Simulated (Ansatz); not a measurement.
**Ge (diamond structure), cut as [111] wire, round, centred on channel, 0.86 nm across**

The numbers are results of PBE (plane waves to 420 eV, PAW; Ansatz, a program for electronic structure), not measurements.

k-points: Γ-centred 1×1×3 mesh; occupations: Fermi-Dirac, 0.020 eV; spin polarisation not allowed. Spin-orbit coupling is left out.

 The relaxation kept the symmetry of its start, so a lower minimum of less symmetry isn't excluded. The period along the axis is held at the bulk value.

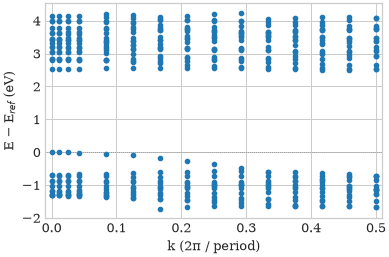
Levels along the axis at 15 k-points, drawn as points, zero at the top of the valence band

Electronic character: not metallic; Kohn-Sham band gap: 2.51 eV. Only levels within the plotted window are shown.
